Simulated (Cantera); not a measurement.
Feed: 1 mol Cu2O, 0.94 mol H2, 1.2 mol N2, equilibrated at 22.0 mbar.

Method: chemical equilibrium by Gibbs-energy minimisation in Cantera with the NASA 1993 tables (ideal gas, pure condensed phases). Candidate condensed phases: Cu, CuO, Cu(OH)2, Cu2O, H2O; 27 gas species. Each liquid is taken as pure. Mutual solubility and eutectic melting of coexisting phases are not modelled. Rates play no part.

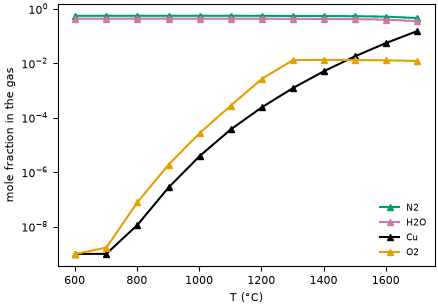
Figure: Equilibrium gas composition (values under 1e-9 drawn at 1e-9)

From 602 °C to 1002 °C the condensed part is Cu(s) + Cu2O(s). From 1102 °C to 1202 °C the condensed part is Cu(l) + Cu2O(s). At 1302 °C the condensed part is Cu(l) + Cu2O(l). From 1402 °C to 1702 °C the condensed part is Cu(l).
